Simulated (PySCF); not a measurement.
```xyz
18

C    -0.2517    1.6388   -1.0940
C    -0.2428    0.2394   -0.4756
Si    1.2719    0.0398    0.6852
P     3.0699    0.3443   -0.6255
Si   -1.8951   -0.1647    0.3584
C    -1.8659   -2.0226    0.8331
O    -0.8866   -2.7206    0.7578
H    -1.0334    1.7300   -1.8466
H     0.7045    1.8560   -1.5713
H    -0.4299    2.3960   -0.3331
H    -0.1066   -0.4826   -1.2897
H     1.2715    1.1371    1.6655
H     1.2668   -1.2371    1.3971
H     3.1083   -0.9589   -1.0902
H     3.9911    0.0782    0.3700
H    -3.0418    0.0130   -0.5419
H    -2.1222    0.5908    1.5936
H    -2.8166   -2.4706    1.1955
```

Geometry: GFN2-xTB.

The calculation used PBE0/pcSseg-1, SCF density, gas phase, non-relativistic in PySCF 2.14.0.

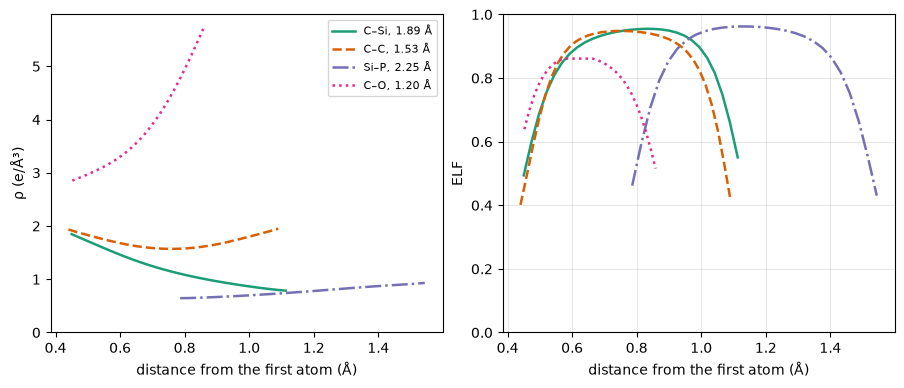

C₃H₁₁OPSi₂. Electron density and electron localisation function along straight lines between neighbouring atoms. The curves leave out the atomic cores.

What can be read from the curves?

C–Si (1.89 Å): ρ is about 0.91 e/Å³ halfway; the ELF peaks at about 0.95 between the atoms; a covalent bond.
C–C (1.53 Å): ρ is about 1.6 e/Å³ halfway; the ELF peaks at about 0.95 between the atoms; localised, covalent bonding.
Si–P (2.25 Å): ρ is about 0.75 e/Å³ halfway; the ELF peaks at about 0.95 between the atoms (a covalent bond).
C–O (1.20 Å): ρ at the midpoint is about 3.3 e/Å³; the ELF peaks at about 0.85 between the atoms: a multiple bond.
